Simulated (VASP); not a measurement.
Here is the system:

```
CELL_PARAMETERS angstrom
     -1.93323     1.93323     1.93323
      1.93323    -1.93323     1.93323
      1.93323     1.93323    -1.93323
ATOMIC_POSITIONS crystal
  Tm 0.00000 0.00000 0.00000
```

Method: PBEsol GGA, VASP's PBE PAW potentials (set 64) (plane waves; VASP). Numerical set-up: 400 eV cut-off, 15×15×15 Γ-centred mesh, tetrahedra with Blöchl corrections, potentials Tm_3.

The 4f electrons are frozen in the core of the lanthanide potential, so 4f levels, which can set the real gap, and their magnetism are missing.

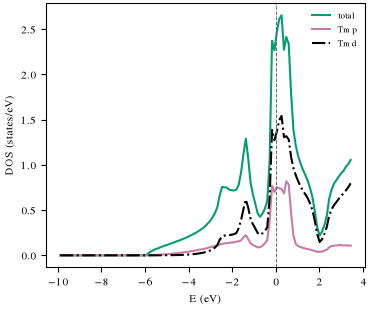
Fig. 1. Total and projected density of states, zero at the Fermi level

Within 2 eV below the Fermi level the largest weight inside VASP's projection spheres is Tm d, then Tm p.

It has no gap at this level: it comes out as a metal or semimetal.

The structure was generated: Tm was put into the bcc type (Im-3m), which need not be its known phase. It was relaxed first.
